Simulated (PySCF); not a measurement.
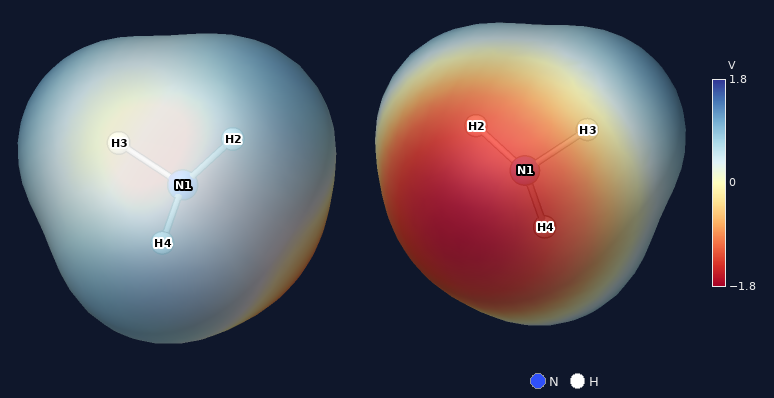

Figure. H$_{3}$N, SMILES `N`. Electrostatic potential on the surface of electron density 0.001 a.u. (back view left, front view right).

Computed with PySCF, B3LYP/6-311+G**, geometry: GFN2-xTB. No frequency check shows the geometry to be a minimum.

Coordinates in Å:

```
N1       0.0000   -0.0000    0.1100
H2       0.8717   -0.3620   -0.2568
H3      -0.7495   -0.5738   -0.2567
H4      -0.1223    0.9360   -0.2567
```

> Where are the extremes of the potential on the surface?

Highest: 1.14 V, 1.3 Å from H3, and at like points elsewhere. Lowest: −1.75 V, 2.1 Å from N1. Further minima include 0.15 V, near H2 (1.91 Å), H3 (1.93 Å), H4 (2.05 Å) and N1 (2.09 Å). The surface is sampled at points, so like sites can differ by a few per cent and only the strongest of them is named.

Cost of the run: 4.1 s on 1 thread of Intel(R) Xeon(R) Platinum 8259CL CPU @ 2.50GHz (Skylake/Cascade Lake) (shared host), peak memory 0.18 GiB.
